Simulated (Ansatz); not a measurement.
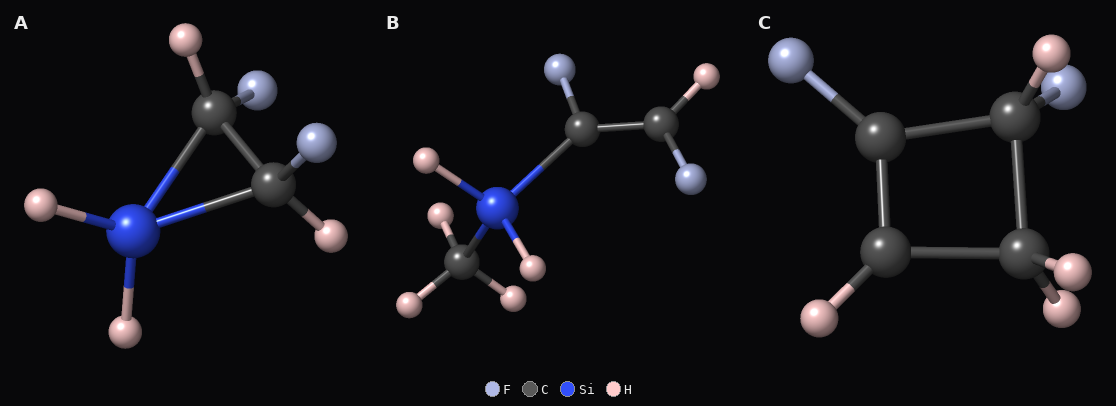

(Drawn from a calculation with Ansatz.)

**Match each picture to its SMILES.**
(1) FC1=CC[C@H]1F
(2) F[C@H]1[SiH2][C@@H]1F
(3) C[SiH2]/C(F)=C\F

A is (2), B is (3), C is (1).
